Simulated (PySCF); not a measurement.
Vertical excitations of a molecule CH₆FNO₂Si from TDA-PBE/def2-SVPD in PySCF 2.14.0, as energy in eV (oscillator strength): 6.02 (0.031), 6.34 (0.009), 6.93 (0.011), 6.99 (0.022), 7.24 (0.006), 7.30 (0.008), 7.50 (0.026), 7.59 (0.014), 7.79 (0.005), 7.90 (0.011). Lowest triplet (TDA): 5.81 eV. Geometry: PBE0-D3(BJ)/def2-SVP. One conformer was computed; it need not be the lowest.

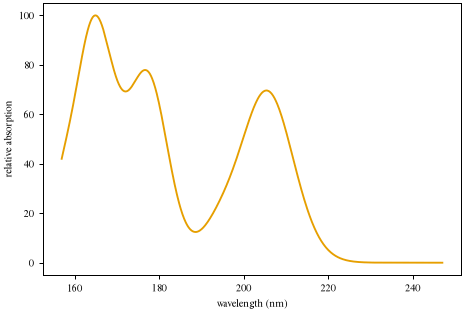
Figure. The lines broadened by 0.4 eV.

Q: Pick the molecule that these values belong to.
A. NC[Si](O)(O)F
B. N[Si](O)(O)CF
C. CN[Si](O)(O)F
D. CO[Si](N)(O)F

A: D, CO[Si](N)(O)F
